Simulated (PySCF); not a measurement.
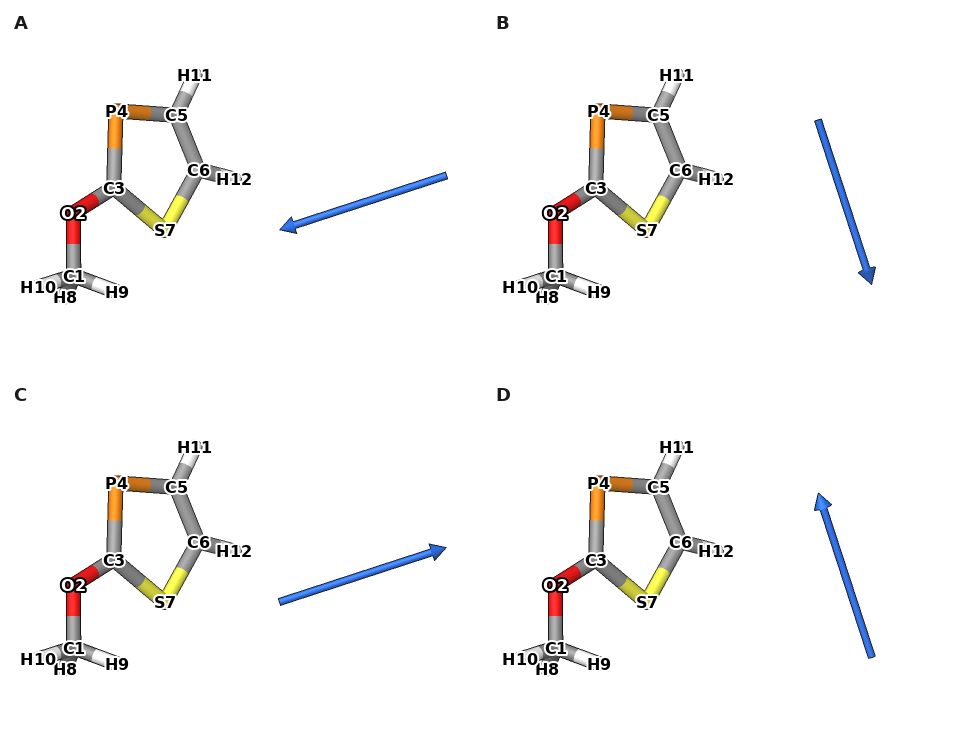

The same molecule four times, each with an arrow. Computed geometry: GFN2-xTB optimisation. No frequency run is at hand to confirm it as a minimum. Properties computed with CAM-B3LYP/def2-SVPD, gas phase (PySCF 2.14.0).

Which arrow points along the dipole moment, from the negative to the positive end?

Answer. B. The dipole moment is 2.52 D; it points from the side of P4, H11 to the side of H8, H9 (the outermost atoms at the two ends).

The geometry is semi-empirical. Around P such bond lengths and angles can be off by a tenth of an ångström or more and by several degrees, and values that hang on the shape move with them.
